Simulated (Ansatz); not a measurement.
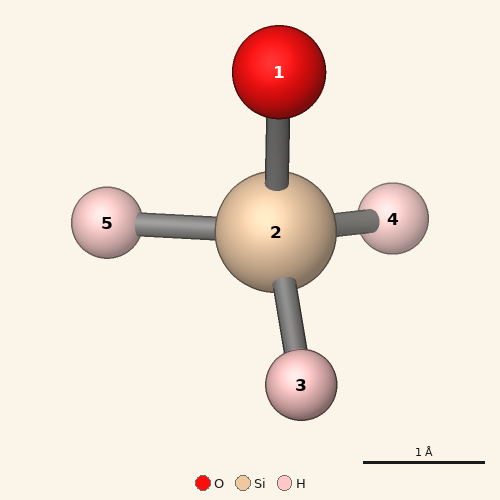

Orthographic view. Depth is shown by fading: the farther an atom, the more it takes the colour of the background. The species is neutral and a spin doublet. The computed structure is the end point of a PBE0-D4/def2-TZVP optimisation. No frequency run is at hand to confirm it as a minimum.

Give the geometry as a Z-matrix, atoms in numerical order, with these reference atoms: 2 to 1; 3 to 2, 1; 4 to 2, 3, 1; 5 to 2, 3, 4.

```
O  
Si   1   1.657
H    2   1.485   1   112.5
H    2   1.485   3   110.2   1   126.3
H    2   1.494   3   110.4   4   122.2
```
